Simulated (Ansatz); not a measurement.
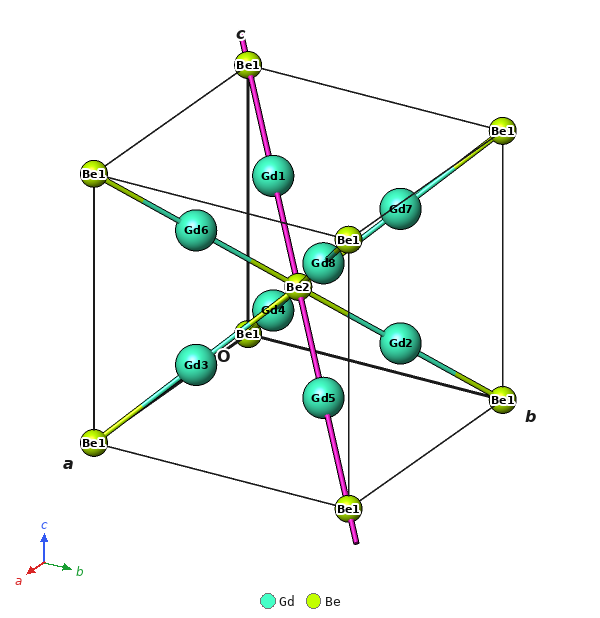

The coloured rod is the axis of a symmetry operation of the crystal. Crystal: Gd₄Be, the input geometry of an electronic-structure calculation (not necessarily at equilibrium); the starting structure was generated, so it need not be a known form of this composition. Symmetry computed with spglib at a tolerance of 0.002 Å; standard conventional cell.

a = 6.682 Å, b = 6.682 Å, c = 6.682 Å, α = 90.00°, β = 90.00°, γ = 90.00°.

| atom | x | y | z |
| --- | --- | --- | --- |
| Gd1 | 0.2500 | 0.2500 | 0.7500 |
| Gd2 | 0.2500 | 0.7500 | 0.2500 |
| Gd3 | 0.7500 | 0.2500 | 0.2500 |
| Gd4 | 0.2500 | 0.2500 | 0.2500 |
| Be1 | 0.0000 | 0.0000 | 0.0000 |
| Gd5 | 0.7500 | 0.7500 | 0.2500 |
| Gd6 | 0.7500 | 0.2500 | 0.7500 |
| Gd7 | 0.2500 | 0.7500 | 0.7500 |
| Gd8 | 0.7500 | 0.7500 | 0.7500 |
| Be2 | 0.5000 | 0.5000 | 0.5000 |

Take the operation x, y, z → y, −z+1, −x+1.

### What kind of operation is it, and where does it lie?

It is a 3-fold rotation, about the line along [−1 −1 1] through (1/2, 1/2, 1/2).

### Onto which atom does it carry each atom (up to whole multiples of a, b and c)?

Gd1 → Gd1, Gd2 → Gd8, Gd3 → Gd2, Gd4 → Gd7, Be1 → Be1, Gd5 → Gd5, Gd6 → Gd4, Gd7 → Gd6, Gd8 → Gd3, Be2 → Be2.

### What is the crystal's space group?

Im-3m (No. 229).
